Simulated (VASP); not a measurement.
Band structure of GaSb (zinc blende). Computed with PBEsol GGA, VASP's PBE PAW potentials (set 64) (plane waves; VASP).

Unless said otherwise, spin-orbit coupling is left out, though it shifts the bands of the heavy elements here.

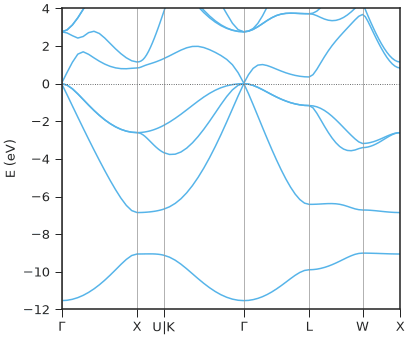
Fig. 1. Bands along high-symmetry lines, zero at the valence-band maximum or, without a gap, the Fermi level

Question: Read the plot: is there a gap, and where are the band edges?

Answer: The gap is direct, 0.02 eV, from the valence maximum at Γ to the conduction minimum at Γ. (Edges off the drawn lines would not show.)

The compound is GaSb in the zinc blende structure. It was relaxed first.
